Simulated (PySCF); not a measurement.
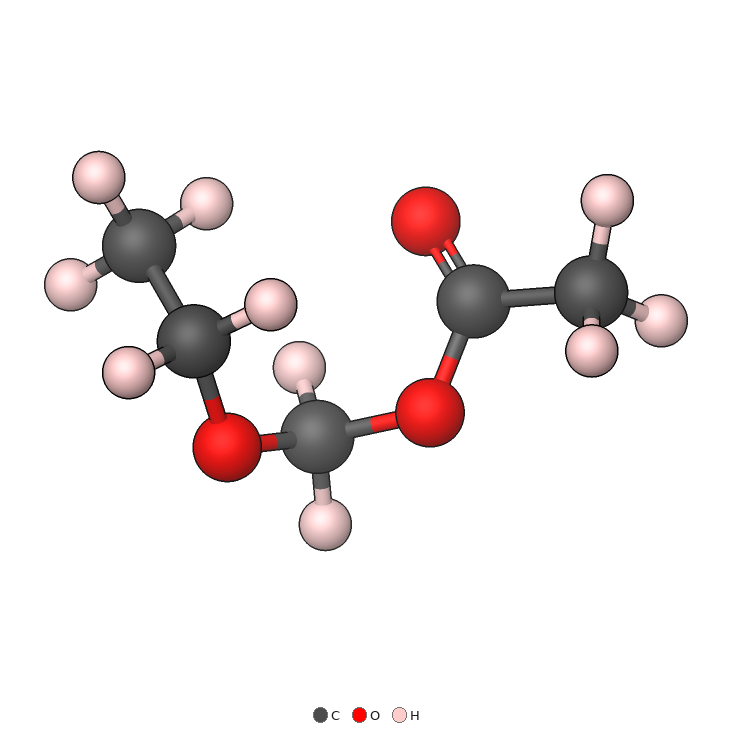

Multiple sticks mark multiple bonds (one Kekulé form).

The geometry was computed by an optimisation with GFN2-xTB. No frequency run is at hand to confirm it as a minimum.

> Give the formula.

C₅H₁₀O₃, 18 atoms: 5 carbon, 10 hydrogen and 3 oxygen.

> Give the symmetry (Schoenflies symbol).

C1.

> Does it have rings?

It has no ring.

More results for the same structure follow; atom numbers are the same in all pictures, views and colours differ.

### Geometry

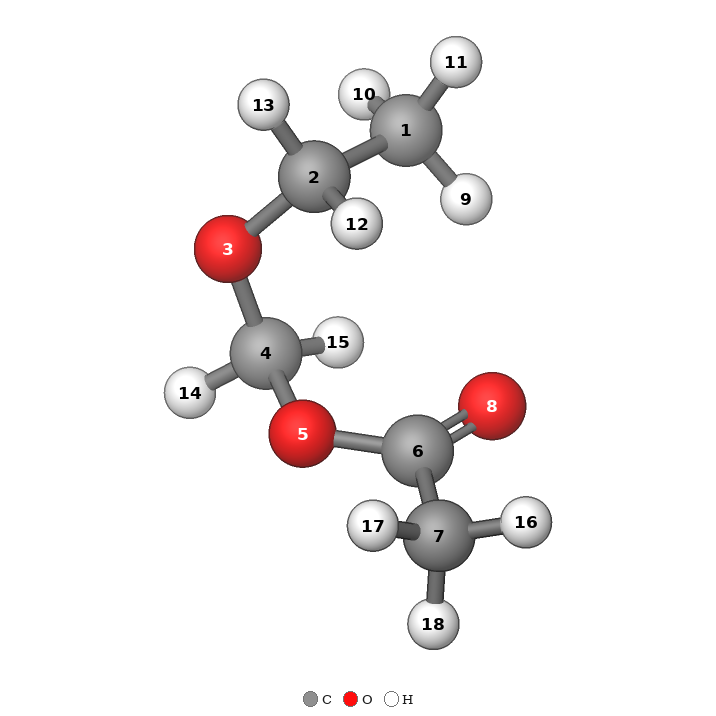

Atoms carry their numbers in the input. No frequency run is at hand to confirm it as a minimum.

What are the angles C1–C2–O3, C2–C1–H10, C2–O3–C4, O3–C2–H12, O3–C2–H13, O3–C4–O5, O3–C4–H14, O5–C4–H15, O5–C6–C7, C6–C7–H16, C6–C7–H18, C7–C6–O8?

| angle | degrees |
| --- | --- |
| C1–C2–O3 | 114.2 |
| C2–C1–H10 | 110.1 |
| C2–O3–C4 | 116.6 |
| O3–C2–H12 | 110.0 |
| O3–C2–H13 | 103.4 |
| O3–C4–O5 | 112.3 |
| O3–C4–H14 | 106.0 |
| O5–C4–H15 | 108.4 |
| O5–C6–C7 | 110.6 |
| C6–C7–H16 | 109.7 |
| C6–C7–H18 | 108.4 |
| C7–C6–O8 | 125.2 |

### Polarisability

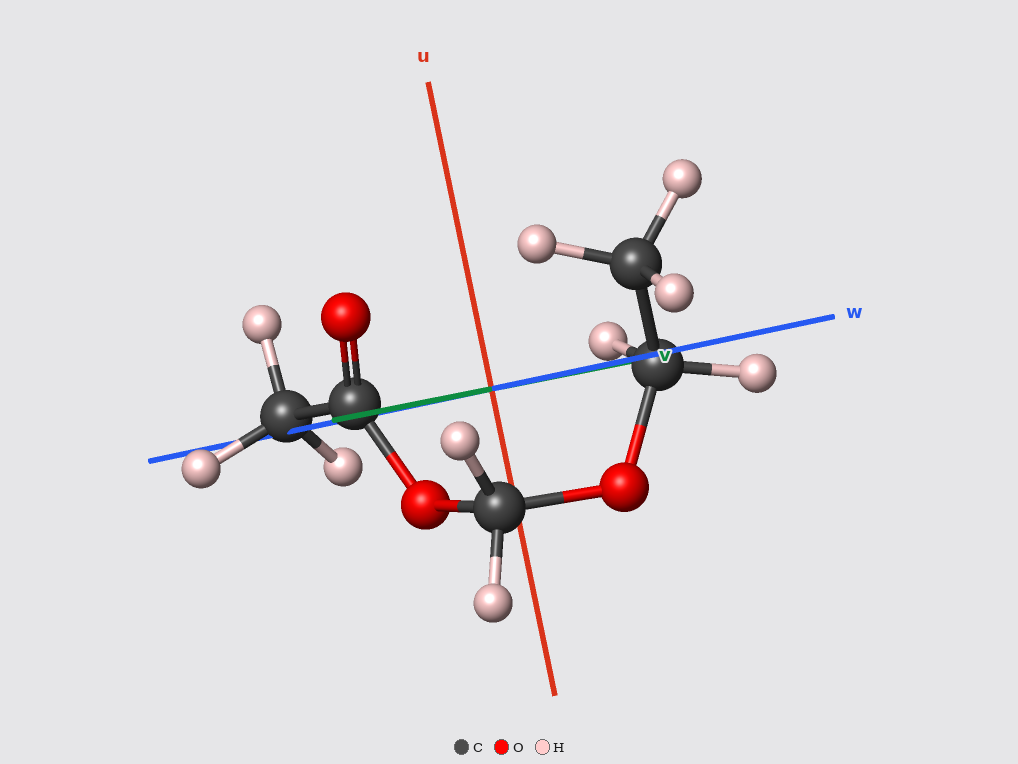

The lines u, v and w are the principal axes of the static dipole polarisability. No frequency run is at hand to confirm it as a minimum. Level of theory: PBE0/def2-SVPD (PySCF 2.14.0).

> Along which axis is the molecule most polarisable, and along which least?

Most along w, least along v.

> Give the three principal values.

u 71.3, v 63.6, w 81.9 bohr³; mean 72.3, anisotropy 15.9 bohr³.

### Excitation

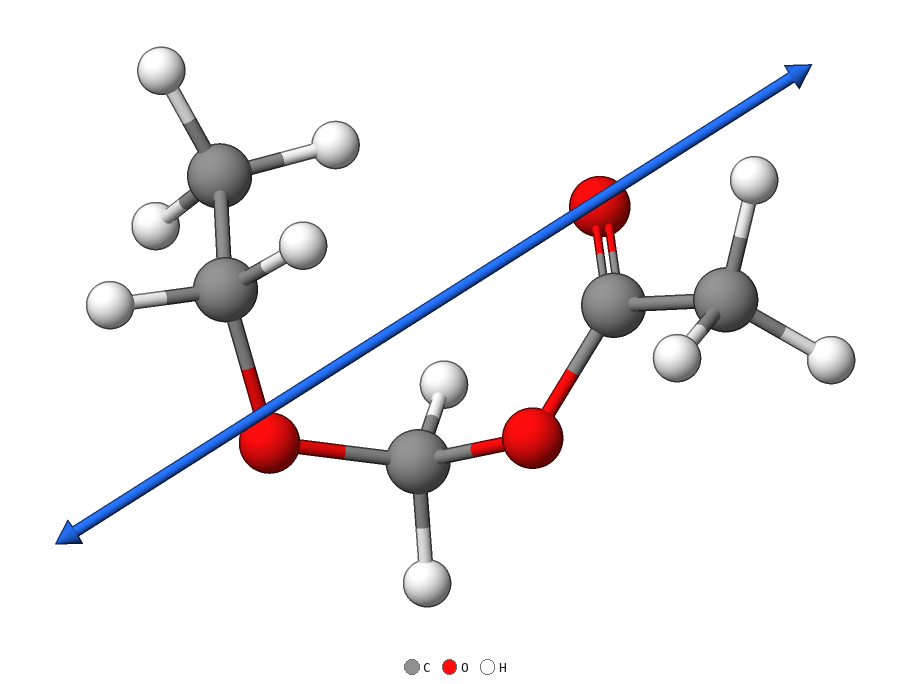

The double arrow shows the direction of the transition dipole to excited singlet state 5 (its length means nothing). No frequency run is at hand to confirm it as a minimum. Properties computed with TDDFT PBE0/def2-SVPD, vertical, gas phase, core orbitals frozen in the response (PySCF 2.14.0).

> Give its energy, strength and character.

7.96 eV (156 nm), oscillator strength 0.049, mainly HOMO−2 → LUMO (weight 0.92); transition dipole 1.28 D.

### Charges

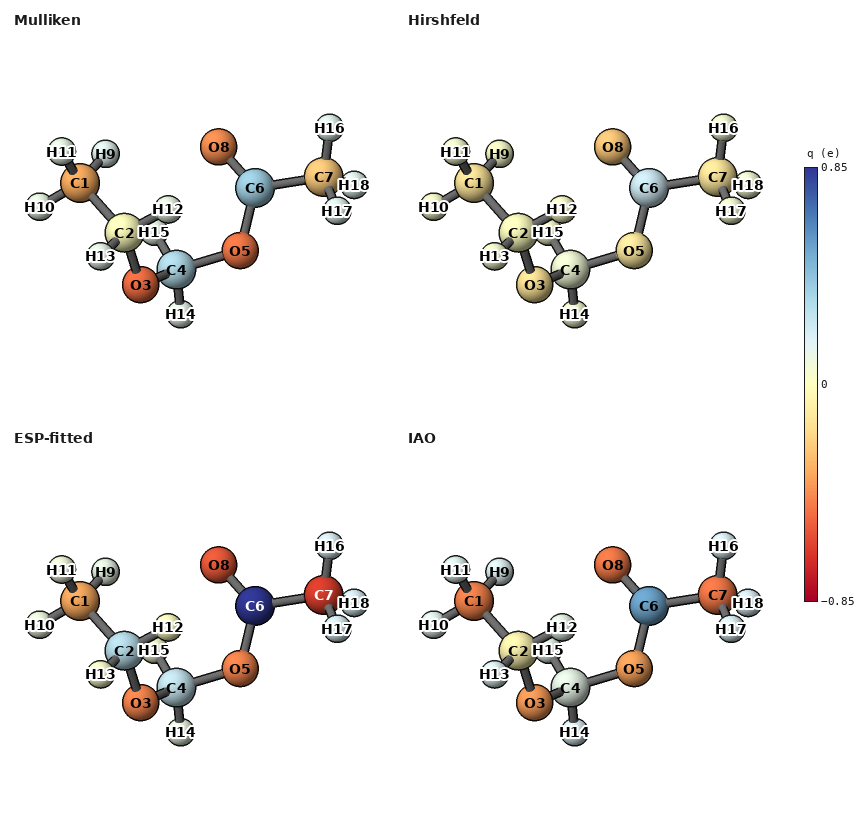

Atomic charges of one calculation by 4 schemes, on one colour scale. No frequency run is at hand to confirm it as a minimum. Method: PBE0/pcSseg-1 (PySCF 2.14.0).

> On which atom do the schemes disagree most?

On C6 (from 0.22 to 0.84 e).

List the charges (e), one line for each set of equivalent atoms.

| atom | Mulliken | Hirshfeld | ESP-fitted | IAO |
| --- | --- | --- | --- | --- |
| C1 | −0.33 | −0.13 | −0.34 | −0.45 |
| C2 | 0.00 | 0.00 | 0.29 | −0.05 |
| O3 | −0.50 | −0.15 | −0.44 | −0.38 |
| C4 | 0.31 | 0.07 | 0.25 | 0.12 |
| O5 | −0.48 | −0.11 | −0.44 | −0.36 |
| C6 | 0.37 | 0.22 | 0.84 | 0.53 |
| C7 | −0.23 | −0.12 | −0.64 | −0.48 |
| O8 | −0.42 | −0.25 | −0.56 | −0.47 |
| H9 | 0.15 | 0.03 | 0.12 | 0.16 |
| H10 | 0.12 | 0.04 | 0.10 | 0.14 |
| H11 | 0.12 | 0.05 | 0.08 | 0.15 |
| H12 | 0.11 | 0.03 | 0.01 | 0.12 |
| H13 | 0.12 | 0.05 | 0.03 | 0.15 |
| H14 | 0.12 | 0.05 | 0.11 | 0.17 |
| H15 | 0.12 | 0.03 | 0.05 | 0.13 |
| H16 | 0.14 | 0.06 | 0.18 | 0.17 |
| H17 | 0.14 | 0.05 | 0.18 | 0.17 |
| H18 | 0.15 | 0.06 | 0.18 | 0.18 |

Mulliken values depend strongly on the basis set and can even reverse the polarity of a bond.
